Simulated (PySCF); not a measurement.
Input

```
{"job": {"kind": "nmr", "xc": "PBE0", "basis": "pcSseg-1"}, "charge": 0, "multiplicity": 1}
C     -2.419986     0.573822     1.359535
C     -1.409904     0.566985     0.237244
O     -0.855706     1.571675    -0.154189
C     -1.121872    -0.760473    -0.341903
C     -0.838320    -0.855102    -1.816262
C      0.223635    -0.908071    -1.073680
Si     2.046100    -0.819120    -0.714862
C      2.283502     0.760712     0.332875
Cl     4.025913     0.976897     0.666045
H     -3.364930     0.169138     1.003209
H     -2.569346     1.586944     1.722019
H     -2.066714    -0.057042     2.172579
H     -1.549676    -1.616415     0.171012
H     -1.334591    -0.850891    -2.754043
H      2.783818    -0.711943    -1.972145
H      2.434031    -1.990132     0.076718
H      1.940049     1.657257    -0.177925
H      1.785239     0.712076     1.298825
```

Launched as:

```sh
OMP_NUM_THREADS=1 python probes_run.py task.json out
```

Geometry: GFN2-xTB.

Theory: PySCF 2.14.0, PBE0/pcSseg-1, SCF density, gas phase, non-relativistic.

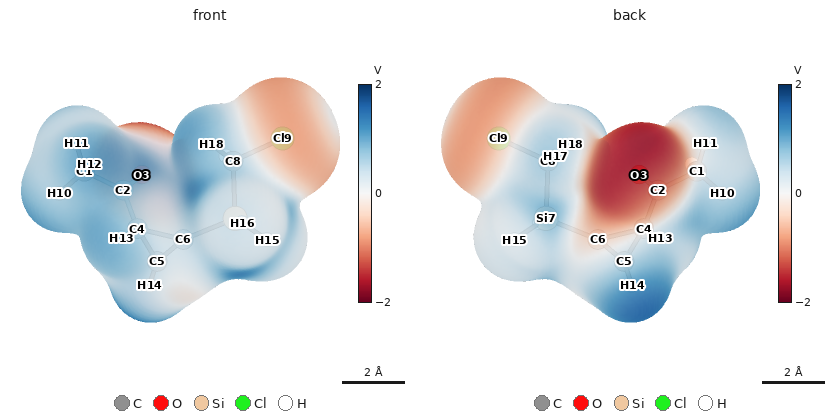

C₆H₉ClOSi (SMILES CC(=O)[C@H]1C=C1[SiH2]CCl). The electrostatic potential painted on the density surface at 0.002 e/bohr³, seen from the front and from behind; red is negative and blue positive.

Where is the surface potential most negative and most positive?

Answer. The most negative region (about −1.7 V, or −39 kcal/mol for a unit charge) lies over O3, the most positive (about +1.5 V, or +35 kcal/mol for a unit charge) over H14. O3 is the likeliest acceptor of a hydrogen bond.
